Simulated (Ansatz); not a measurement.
# SiN (doublet): correlated methods under varied settings at distance Si1–N2 = 1.375 Å

What do other methods and options give for SiN (doublet) at this geometry, and how long do they take?

Computed with Ansatz 0.2.0, Gaussian basis. Level: the settings change from run to run.

28 further runs of the same task are left out: 6 for a known fault of the program, 13 that didn't finish, 9 set aside as unsound or not needed.

## 1. The system

The geometry derives from a PBE0/def2-TZVP stationary point (not a proven minimum). One bond is set to the value named and the two fragments are kept rigid.

2 atoms, charge 0, spin multiplicity 2.

Atoms are counted from 1 here; the program's logs count them from 0.

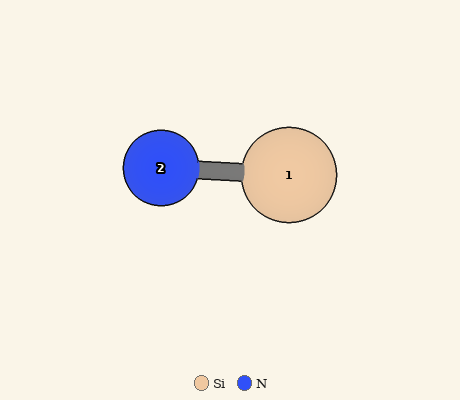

The structure; silicon light orange, nitrogen blue; atoms are numbered from 1 in the order of the file.

Geometry (Å):

```xyz
2
NSi
Si    0.0000    0.0000    0.0000
N     0.0000    0.0000    1.3750
```

## 2. BCCD on UHF/cc-pVDZ

in.yaml reads:

```yaml
crystal:
  periodic: [false, false, false]
  atoms:
    - {symbol: Si, position_ang: [0.000000, 0.000000, 0.000000]}
    - {symbol: N, position_ang: [0.000000, 0.000000, 1.375000]}
basis:
  gaussian: {orbitals: cc-pVDZ}
magnetization: {spin_polarized: true, initial_magnetization: 1}
correlation: {method: bccd, electrons: outside_noble_gas}
scf: {lower_state_search: light}
output: {forces: true}
```

Command:

```console
$ ansatz run in.yaml --threads 1 --pin off --events-out ev --progress --plain --max-ram 2393MiB
```

Log, cut to the lines that bear on the results:

```text
Functional definition: HF
  name "HF"
  cite "Fock, Z. Phys. 61, 126 (1930) doi:10.1007/BF01340294"
  parent pbe
[...]
321 factors; integrals over basis functions are off by at most 8.7e-4 eV
[...]
mean field -9339.40103453 eV, -343.2166575454 hartree, gradient 8.8e-6 eV, S^2 0.840374; 7 other end points of the search recorded, 0 dependent functions left out
determinant -9339.40103453 eV, -343.2166575454 hartree, with singles and doubles -9345.67437874 eV, -343.4471986931 hartree
determinant -9338.72410316 eV, -343.1917807767 hartree, with singles and doubles -9344.57007620 eV, -343.4066163234 hartree
6 core orbitals not correlated: weight in the atoms' cores, before any rotation towards them, 1.000 or more for the frozen orbitals, at most 0.000 for the correlated occupied ones
reference -9339.40103453 eV, -343.2166575454 hartree; 5, 4 occupied and 21, 22 virtual orbitals, 321 factors
second order -5.49679375 eV of doubles, -0.00000000 eV of singles
cycle   1  -6.20716332 eV  change    6.6e-2 eV  update   3.0e-2
[...]
cycle  17  -6.21455791 eV  change   -1.0e-7 eV  update   2.4e-7
WARN: the results are in doubt because among natural orbitals full CI differs from the method by -0.137 eV
[...]
Total energy: -9345.61559243 eV, -343.4450383361 hartree
Atom 0 at     0.000000     0.000000     0.000000 Å, force    -0.000000    -0.000000   -18.131746 eV/Å
Atom 1 at     0.000000     0.000000     1.375000 Å, force     0.000000    -0.000000    18.131746 eV/Å
Dipole moment:     0.000000    -0.000000    -0.342804 e Å
In doubt: among natural orbitals full CI differs from the method by -0.137 eV
```

Wall time 2.4 s (1 thread of Arm Neoverse V2, shared host).

From the report: ⟨S²⟩ of the determinant 0.840 (pure doublet: 0.75); correlation -6.2146 eV; largest double amplitude 0.08. The program marks this result as in doubt; its last lines say why.

## 3. CCSD on UHF/6-31G*

in.yaml reads:

```yaml
crystal:
  periodic: [false, false, false]
  atoms:
    - {symbol: Si, position_ang: [0.000000, 0.000000, 0.000000]}
    - {symbol: N, position_ang: [0.000000, 0.000000, 1.375000]}
basis:
  gaussian: {orbitals: "6-31G*"}
magnetization: {spin_polarized: true, initial_magnetization: 1}
correlation: {method: ccsd, electrons: valence}
output: {forces: true}
```

Launched as before.

Log, cut to the lines that bear on the results:

```text
Functional definition: HF
  name "HF"
  cite "Fock, Z. Phys. 61, 126 (1930) doi:10.1007/BF01340294"
  parent pbe
[...]
302 factors; integrals over basis functions are off by at most 1.2e-3 eV
[...]
mean field -9339.08477767 eV, -343.2050353202 hartree, gradient 2.3e-6 eV, S^2 0.829155; 9 other end points of the search recorded, 0 dependent functions left out
determinant -9339.08477767 eV, -343.2050353202 hartree, with singles and doubles -9345.30329013 eV, -343.4335614382 hartree
determinant -9338.41077254 eV, -343.1802660887 hartree, with singles and doubles -9344.21417749 eV, -343.3935372870 hartree
6 core orbitals not correlated: weight in the atoms' cores, before any rotation towards them, 1.000 or more for the frozen orbitals, at most 0.000 for the correlated occupied ones
reference -9339.08477767 eV, -343.2050353202 hartree; 5, 4 occupied and 23, 24 virtual orbitals, 302 factors
second order -5.46980881 eV of doubles, -0.00000000 eV of singles
cycle   1  -6.21652457 eV  change    2.0e-3 eV  update   4.1e-3
[...]
cycle  13  -6.22350692 eV  change   -1.2e-7 eV  update   2.2e-7
WARN: the results are in doubt because among natural orbitals full CI differs from the method by -0.101 eV
[...]
Total energy: -9345.30828459 eV, -343.4337449812 hartree
Atom 0 at     0.000000     0.000000     0.000000 Å, force    -0.000000     0.000000   -17.545683 eV/Å
Atom 1 at     0.000000     0.000000     1.375000 Å, force     0.000000    -0.000000    17.545683 eV/Å
Dipole moment:     0.000000     0.000000    -0.365027 e Å
In doubt: among natural orbitals full CI differs from the method by -0.101 eV
```

Run time: 2.4 s. Hardware: 1 thread of Arm Neoverse V2, shared host.

From the report: ⟨S²⟩ of the determinant 0.829 (pure doublet: 0.75); correlation -6.2235 eV; T1 0.061; largest double amplitude 0.08. Mind the lines of doubt at the end of the log.

## 4. BCCD on ROHF/6-31G

in.yaml reads:

```yaml
crystal:
  periodic: [false, false, false]
  atoms:
    - {symbol: Si, position_ang: [0.000000, 0.000000, 0.000000]}
    - {symbol: N, position_ang: [0.000000, 0.000000, 1.375000]}
basis:
  gaussian: {orbitals: 6-31G}
magnetization: {spin_polarized: false, initial_magnetization: 1}
correlation: {method: bccd, electrons: outside_noble_gas}
```

Launched as before.

Log, cut to the lines that bear on the results:

```text
Functional definition: HF
  name "HF"
  cite "Fock, Z. Phys. 61, 126 (1930) doi:10.1007/BF01340294"
  parent pbe
[...]
275 factors; integrals over basis functions are off by at most 7.8e-5 eV
[...]
mean field -9336.77475351 eV, -343.1201434984 hartree, gradient 2.7e-6 eV, S^2 0.750000; 9 other end points of the search recorded, 0 dependent functions left out
[...]
determinant -9336.77475351 eV, -343.1201434984 hartree, with singles and doubles -9341.23765392 eV, -343.2841520632 hartree
determinant -9335.81419517 eV, -343.0848436304 hartree, with singles and doubles -9339.59190246 eV, -343.2236718126 hartree
6 core orbitals not correlated: weight in the atoms' cores, before any rotation towards them, 1.000 or more for the frozen orbitals, at most 0.000 for the correlated occupied ones
reference -9336.77475351 eV, -343.1201434984 hartree; 5, 4 occupied and 11, 12 virtual orbitals, 275 factors
second order -3.89970418 eV of doubles, -0.05222269 eV of singles
cycle   1  -4.36735823 eV  change    9.6e-2 eV  update   3.7e-2
[...]
cycle  13  -4.39997087 eV  change   -6.5e-6 eV  update   6.1e-6
Total energy: -9341.17472438 eV, -343.2818394454 hartree
```

Run time: 0.81 s. Hardware: 1 thread of Arm Neoverse V2, shared host.

From the report: correlation -4.4000 eV; largest double amplitude 0.09.

## 5. CISDT/6-31G

in.yaml reads:

```yaml
crystal:
  periodic: [false, false, false]
  atoms:
    - {symbol: Si, position_ang: [0.000000, 0.000000, 0.000000]}
    - {symbol: N, position_ang: [0.000000, 0.000000, 1.375000]}
basis:
  gaussian: {orbitals: 6-31G, fitting: {mean_field: def2-universal-jkfit}}
magnetization: {spin_polarized: false, initial_magnetization: 1}
correlation: {active_space: {ras: {orbitals: [4, 1, 11], electrons: 9, max_holes: 3, max_particles: 3}, fixed_orbitals: true}}
accuracy: high
scf: {lower_state_search: off}
```

Same command.

Log:

```text
Functional definition: HF
  name "HF"
  cite "Fock, Z. Phys. 61, 126 (1930) doi:10.1007/BF01340294"
  parent pbe
  exchange = exact_x
  correlation = 0
these checks for a lower state are left out or cut short: stability, starts, cluster_reference, orbital_swaps, neighbouring_geometries, increment
205 factors; integrals over basis functions are off by at most 8.8e-4 eV
mean field evaluation 1: about -9329.9644 eV, gradient 4.3e1 eV
mean field evaluation 2: about -9322.6794 eV, gradient 6.8e1 eV
mean field evaluation 4: about -9336.3951 eV, gradient 5.1e0 eV
mean field evaluation 8: about -9336.7631 eV, gradient 6.5e-1 eV
mean field -9336.77375887 eV, -343.1201069458 hartree, gradient 2.6e-8 eV, S^2 0.750000; 0 other end points of the search recorded, 0 dependent functions left out
reference -9336.77375887 eV, -343.1201069458 hartree; 11, 10 occupied and 11, 12 virtual orbitals, 205 factors
state -9341.12378387 eV, -343.2799674162 hartree
Total energy: -9341.12378387 eV, -343.2799674162 hartree
Checks for a lower state left out: stability, starts, cluster_reference, orbital_swaps, neighbouring_geometries, increment
```

Run time: 1.1 s. Hardware: 1 thread of Arm Neoverse V2, shared host.

From the report: 18,988 determinants.

## 6. CCSD(T) on UHF/6-31G*

in.yaml reads:

```yaml
crystal:
  periodic: [false, false, false]
  atoms:
    - {symbol: Si, position_ang: [0.000000, 0.000000, 0.000000]}
    - {symbol: N, position_ang: [0.000000, 0.000000, 1.375000]}
basis:
  gaussian: {orbitals: "6-31G*"}
magnetization: {spin_polarized: true, initial_magnetization: 1}
correlation: {method: ccsd_t, electrons: valence}
accuracy: high
scf: {lower_state_search: off}
```

Same command.

Log, cut to the lines that bear on the results:

```text
Functional definition: HF
  name "HF"
  cite "Fock, Z. Phys. 61, 126 (1930) doi:10.1007/BF01340294"
  parent pbe
[...]
593 factors; integrals over basis functions are off by at most 3.7e-9 eV
[...]
mean field -9339.08488256 eV, -343.2050391752 hartree, gradient 4.7e-8 eV, S^2 0.829156; 0 other end points of the search recorded, 0 dependent functions left out
6 core orbitals not correlated: weight in the atoms' cores, before any rotation towards them, 1.000 or more for the frozen orbitals, at most 0.000 for the correlated occupied ones
reference -9339.08488256 eV, -343.2050391752 hartree; 5, 4 occupied and 23, 24 virtual orbitals, 593 factors
second order -5.46983797 eV of doubles, -0.00000000 eV of singles
cycle   1  -5.72794935 eV  change   -2.6e-1 eV  update   9.8e-2
[...]
cycle  25  -6.22352990 eV  change  -2.3e-10 eV  update   1.1e-9
perturbative correction -0.26392216 eV, -0.0096989606 hartree
Total energy: -9345.57233463 eV, -343.4434486411 hartree
Checks for a lower state left out: stability, starts, cluster_reference, orbital_swaps, neighbouring_geometries, increment
```

Wall time 0.94 s (1 thread of Arm Neoverse V2, shared host).

From the report: ⟨S²⟩ of the determinant 0.829 (pure doublet: 0.75); correlation -6.4875 eV; T1 0.061; largest double amplitude 0.08.

## 7. BCCD/6-31G

in.yaml reads:

```yaml
crystal:
  periodic: [false, false, false]
  atoms:
    - {symbol: Si, position_ang: [0.000000, 0.000000, 0.000000]}
    - {symbol: N, position_ang: [0.000000, 0.000000, 1.375000]}
basis:
  gaussian: {orbitals: 6-31G}
magnetization: {spin_polarized: true, initial_magnetization: 1}
hamiltonian: {xc: {name: PBE0}}
correlation: {method: bccd, electrons: valence, diis_vectors: 12}
output: {forces: true}
```

The command is unchanged.

Log, cut to the lines that bear on the results:

```text
Functional definition: PBE0
  name "PBE0"
  cite "Adamo & Barone, J. Chem. Phys. 110, 6158 (1999) doi:10.1063/1.478522"
  cite "Perdew, Burke & Ernzerhof, Phys. Rev. Lett. 77, 3865 (1996) doi:10.1103/PhysRevLett.77.3865"
  parent pbe
[...]
275 factors; integrals over basis functions are off by at most 7.8e-5 eV
[...]
mean field -9355.12400451 eV, -343.7944660350 hartree, gradient 2.1e-6 eV, S^2 0.761751; 2 other end points of the search recorded, 0 dependent functions left out
6 core orbitals not correlated: weight in the atoms' cores, before any rotation towards them, 1.000 or more for the frozen orbitals, at most 0.000 for the correlated occupied ones
reference -9336.38341862 eV, -343.1057622063 hartree; 5, 4 occupied and 11, 12 virtual orbitals, 275 factors
second order -4.89879945 eV of doubles, -0.21301458 eV of singles
cycle   1  -4.34950386 eV  change    7.6e-1 eV  update   1.2e-1
[...]
cycle  17  -4.75265064 eV  change    2.2e-7 eV  update   3.5e-7
[...]
Total energy: -9341.13606926 eV, -343.2804188959 hartree
Atom 0 at     0.000000     0.000000     0.000000 Å, force    -0.000000     0.000000   -20.977626 eV/Å
Atom 1 at     0.000000     0.000000     1.375000 Å, force     0.000000    -0.000000    20.977626 eV/Å
Dipole moment:     0.000000     0.000000    -0.370045 e Å
```

It took 1.5 s on 1 thread of Arm Neoverse V2, shared host.

From the report: ⟨S²⟩ of the determinant 0.762 (pure doublet: 0.75); correlation -4.7527 eV; largest double amplitude 0.09.

## 8. BCCD(T)/6-31G*

in.yaml reads:

```yaml
crystal:
  periodic: [false, false, false]
  atoms:
    - {symbol: Si, position_ang: [0.000000, 0.000000, 0.000000]}
    - {symbol: N, position_ang: [0.000000, 0.000000, 1.375000]}
basis:
  gaussian: {orbitals: "6-31G*"}
magnetization: {spin_polarized: true, initial_magnetization: 1}
hamiltonian: {xc: {name: PBE}}
correlation: {method: bccd_t, electrons: valence}
```

Same command.

Log, cut to the lines that bear on the results:

```text
Functional definition: PBE
  name "PBE"
  cite "Perdew, Burke & Ernzerhof, Phys. Rev. Lett. 77, 3865 (1996) doi:10.1103/PhysRevLett.77.3865"
  parent pbe
[...]
302 factors; integrals over basis functions are off by at most 1.2e-3 eV
[...]
mean field -9356.33529925 eV, -343.8389802955 hartree, gradient 7.3e-6 eV, S^2 0.754930; 0 other end points of the search recorded, 0 dependent functions left out
6 core orbitals not correlated: weight in the atoms' cores, before any rotation towards them, 1.000 or more for the frozen orbitals, at most 0.000 for the correlated occupied ones
reference -9338.12123661 eV, -343.1696258395 hartree; 5, 4 occupied and 23, 24 virtual orbitals, 302 factors
second order -6.93637273 eV of doubles, -0.34870537 eV of singles
cycle   1  -6.56121650 eV  change    7.3e-1 eV  update   1.2e-1
[...]
cycle  14  -7.01129363 eV  change   -8.8e-7 eV  update   8.3e-6
perturbative correction -0.34157086 eV, -0.0125524978 hartree
Total energy: -9345.47410111 eV, -343.4398386258 hartree
```

Run time: 1.2 s. Hardware: 1 thread of Arm Neoverse V2, shared host.

From the report: ⟨S²⟩ of the determinant 0.755 (pure doublet: 0.75); correlation -7.3529 eV; largest double amplitude 0.08.

## 9. CASCI(3,5)/6-31G

in.yaml reads:

```yaml
crystal:
  periodic: [false, false, false]
  atoms:
    - {symbol: Si, position_ang: [0.000000, 0.000000, 0.000000]}
    - {symbol: N, position_ang: [0.000000, 0.000000, 1.375000]}
basis:
  gaussian: {orbitals: 6-31G, point_charges: [{charge: 1.00, position_ang: [4.606, -0.581, -0.415]}]}
magnetization: {spin_polarized: false, initial_magnetization: 1}
correlation: {active_space: {window: {electrons: 3, orbitals: 5}, fixed_orbitals: true}}
scf: {lower_state_search: off}
```

The command is unchanged.

Log:

```text
Functional definition: HF
  name "HF"
  cite "Fock, Z. Phys. 61, 126 (1930) doi:10.1007/BF01340294"
  parent pbe
  exchange = exact_x
  correlation = 0
these checks for a lower state are left out or cut short: stability, starts, cluster_reference, orbital_swaps, neighbouring_geometries, increment
275 factors; integrals over basis functions are off by at most 7.8e-5 eV
mean field evaluation 1: about -9330.1237 eV, gradient 4.3e1 eV
mean field evaluation 2: about -9330.1795 eV, gradient 4.2e1 eV
mean field evaluation 4: about -9336.0671 eV, gradient 3.1e0 eV
mean field evaluation 8: about -9336.7228 eV, gradient 8.7e-1 eV
mean field evaluation 16: about -9336.7541 eV, gradient 1.3e-6 eV
mean field -9336.75409070 eV, -343.1193841539 hartree, gradient 2.0e-6 eV, S^2 0.750000; 0 other end points of the search recorded, 0 dependent functions left out
reference -9336.75409070 eV, -343.1193841539 hartree; 11, 10 occupied and 11, 12 virtual orbitals, 275 factors
state -9337.00190941 eV, -343.1284913235 hartree
Total energy: -9337.00190941 eV, -343.1284913235 hartree
Checks for a lower state left out: stability, starts, cluster_reference, orbital_swaps, neighbouring_geometries, increment
```

It took 0.12 s on 1 thread of Arm Neoverse V2, shared host.

From the report: 50 determinants; active occupations 1.97, 1.00, 0.03, 0.00, 0.00.

## 10. CCSDT(Q)/B on UHF/6-31G*

in.yaml reads:

```yaml
crystal:
  periodic: [false, false, false]
  atoms:
    - {symbol: Si, position_ang: [0.000000, 0.000000, 0.000000]}
    - {symbol: N, position_ang: [0.000000, 0.000000, 1.375000]}
basis:
  gaussian: {orbitals: "6-31G*"}
magnetization: {spin_polarized: true, initial_magnetization: 1}
hamiltonian: {pseudopotentials: {relativity: scalar}}
correlation: {method: ccsdt_q_b, electrons: outside_noble_gas, diis_vectors: 2}
accuracy: high
```

Launched as before.

Log, cut to the lines that bear on the results:

```text
Functional definition: HF
  name "HF"
  cite "Fock, Z. Phys. 61, 126 (1930) doi:10.1007/BF01340294"
  parent pbe
[...]
593 factors; integrals over basis functions are off by at most 3.7e-9 eV
[...]
mean field -9354.66987987 eV, -343.7777772621 hartree, gradient 4.5e-8 eV, S^2 0.829584; 9 other end points of the search recorded, 0 dependent functions left out
determinant -9354.66987987 eV, -343.7777772621 hartree, with singles and doubles -9360.89523633 eV, -344.0065548924 hartree
determinant -9354.00381974 eV, -343.7533000040 hartree, with singles and doubles -9359.81067877 eV, -343.9666981373 hartree
6 core orbitals not correlated: weight in the atoms' cores, before any rotation towards them, 1.000 or more for the frozen orbitals, at most 0.000 for the correlated occupied ones
reference -9354.66987987 eV, -343.7777772621 hartree; 5, 4 occupied and 23, 24 virtual orbitals, 593 factors
second order -5.47757285 eV of doubles, -0.00000000 eV of singles
cycle   1  -5.73382093 eV  change   -2.6e-1 eV  update   1.1e-1
[...]
cycle  63  -6.54094942 eV  change   5.8e-10 eV  update  7.5e-10
perturbative correction -0.03464626 eV, -0.0012732265 hartree
Total energy: -9361.24547555 eV, -344.0194259463 hartree
Relativity: scalar
```

Run time: 14 s. Hardware: 1 thread of Arm Neoverse V2, shared host.

From the report: ⟨S²⟩ of the determinant 0.830 (pure doublet: 0.75); correlation -6.5756 eV; T1 0.066; largest double amplitude 0.09.

## 11. All runs side by side

Where basis and cores are those of an earlier FCI/6-31G run (-9341.4747 eV), and the state is the same kind, the miss against it is given. † marks a result that the program doubts.

| level | correlated | functions | energy (eV) | from FCI (meV) | time |
| --- | --- | --- | --- | --- | --- |
| BCCD on UHF/cc-pVDZ † | outside noble gas | 32 | -9345.6156 |  | 2.4 s |
| CCSD on UHF/6-31G* † | valence | 34 | -9345.3083 |  | 2.4 s |
| BCCD on ROHF/6-31G | outside noble gas | 22 | -9341.1747 | 300.0 | 0.81 s |
| CISDT/6-31G | outside noble gas | 22 | -9341.1238 | 351.0 | 1.1 s |
| CCSD(T) on UHF/6-31G* | valence | 34 | -9345.5723 |  | 0.94 s |
| BCCD/6-31G (on PBE0 orbitals) | valence | 22 | -9341.1361 | 338.7 | 1.5 s |
| BCCD(T)/6-31G* (on PBE orbitals) | valence | 34 | -9345.4741 |  | 1.2 s |
| CASCI(3,5)/6-31G (beside a point charge) |  | 22 | -9337.0019 |  | 0.12 s |
| CCSDT(Q)/B on UHF/6-31G* (relativity set) | outside noble gas | 34 | -9361.2455 |  | 14 s |

## 12. Outcome

| quantity | value |
| --- | --- |
| runs | 9 |
| quickest | CASCI(3,5)/6-31G (beside a point charge), 0.12 s |
| slowest | CCSDT(Q)/B on UHF/6-31G* (relativity set), 14 s |

Total energies in different bases, with other cores or another treatment of relativity can't be set against each other. CCSDT(Q)/B on UHF/6-31G* (relativity set) took 113 times as long as CASCI(3,5)/6-31G (beside a point charge); the jobs differ in more than the method. Among the correlated runs with a miss given, it spans +300 to +351 meV. Cores frozen from Kohn-Sham orbitals shift the total energy.
